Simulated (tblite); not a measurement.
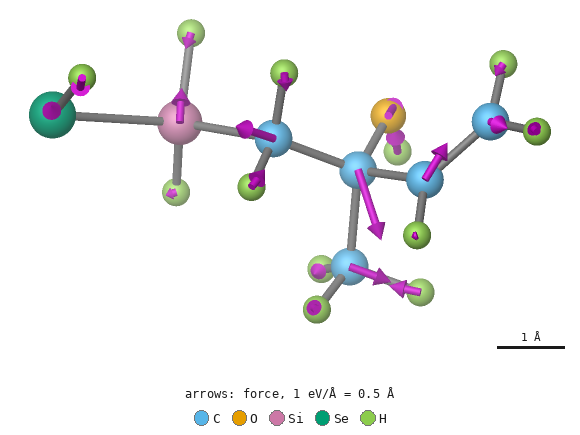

Starting geometry of C₅H₁₂OSeSi with the computed forces as purple arrows. The picture is a ball-and-stick view, seen from a free direction.

Level of theory: GFN2-xTB geometry optimisation, gas phase in tblite. 

Question: What follows when this structure is relaxed?

Answer: It isn't relaxed: the largest force vector, on a C atom, is 2.28 eV/Å. The final displacements have little in common with the starting forces (cosine between the two patterns 0.16). The atom that moves furthest after the best rigid fit is an H atom (0.76 Å). Largest moves by element: H 0.76 Å, Se 0.50 Å, O 0.44 Å, C 0.38 Å, Si 0.37 Å. Near-neighbour distances that change, for instance: O–Si 3.152 → 2.515 Å, H–Se 1.544 → 1.430 Å, C–C 1.486 → 1.530 Å, C–H 1.130 → 1.090 Å. Among the angles between lasting bonds that change: Se–Si–H 113.0° → 101.2°, O–C–C 113.7° → 104.0°, C–C–Si 114.1° → 105.7°. Groups turn about C–O by about 50°, C–C by about 30°. After 128 geometry steps the energy has fallen by 65.5 kJ/mol.
